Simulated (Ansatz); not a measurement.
# CH4BN: the cost of one run

Computed with Ansatz 0.2.0, Gaussian basis. Level: PBE0-D4/def2-TZVP structures, single points in def2-TZVPP, no counterpoise correction.

Levels: SPW92, PBE-D4, BLYP-D4, r2SCAN-D4, B97M-V, PBE0-D4, B3LYP-D4, r2SCAN0-D4, BHLYP-D4, CAM-B3LYP-D4, wB97X-V, wB97M-V, B2PLYP, PBE-QIDH, RPA on PBE, Hartree-Fock, MP2, CCSD, CCSD(T).

Correlated methods freeze the cores. B3LYP uses VWN-RPA correlation. B2PLYP carries no dispersion term here.

56 further runs of the same task are left out: 56 set aside as unsound or not needed.

## (1) Starting geometry

The complex: 9 atoms, charge 0, spin multiplicity 1.

Atoms are counted from 1 here; the program's logs count them from 0.

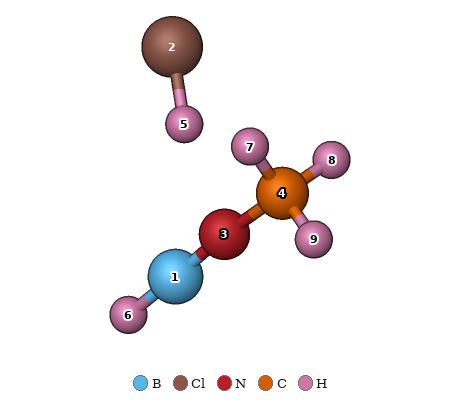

Start geometry, drawn with boron blue, chlorine brown, nitrogen red, carbon orange, hydrogen pink; atoms are numbered from 1 in the order of the file.

As a file:

```xyz
9
charge 0, multiplicity 1
B    -0.85321   -1.07008    1.00913
Cl   -1.92962    1.39821   -1.49049
N     0.07390   -0.46193    0.46055
C     1.20901    0.16089   -0.09072
H    -1.31792    0.60220   -0.66934
H    -1.75191   -1.62876    1.51043
H     1.18771    1.24007    0.08470
H     1.25926   -0.00174   -1.17095
H     2.12278   -0.23885    0.35670
```

Its parts: CH4BN holds atoms 1, 3, 4, 6, 7, 8, 9; HCl holds atoms 2, 5. Each part counts its atoms afresh in its own runs.

## (2) Relaxing CH4BN alone

Contents of relax-a/in.yaml:

```yaml
crystal:
  periodic: [false, false, false]
  atoms:
    - {symbol: B, position_ang: [-0.853207, -1.070077, 1.009133]}
    - {symbol: N, position_ang: [0.073899, -0.461935, 0.460546]}
    - {symbol: C, position_ang: [1.209015, 0.160891, -0.090724]}
    - {symbol: H, position_ang: [-1.751915, -1.628757, 1.510430]}
    - {symbol: H, position_ang: [1.187706, 1.240071, 0.084699]}
    - {symbol: H, position_ang: [1.259264, -0.001744, -1.170946]}
    - {symbol: H, position_ang: [2.122781, -0.238853, 0.356698]}
basis:
  gaussian: {orbitals: def2-TZVP}
hamiltonian: {xc: pbe0, dispersion: d4}
relax: {f_tol: 0.005, max_steps: 200}
```

The run is started by

```sh
> ansatz run in.yaml --threads 4 --pin off --events-out ev --progress --plain --max-ram 9574MiB
```

What time and memory should one allow on 4 threads of Intel Xeon at 2.50GHz, shared host?

About 12 s, with a peak of 0.42 GiB.
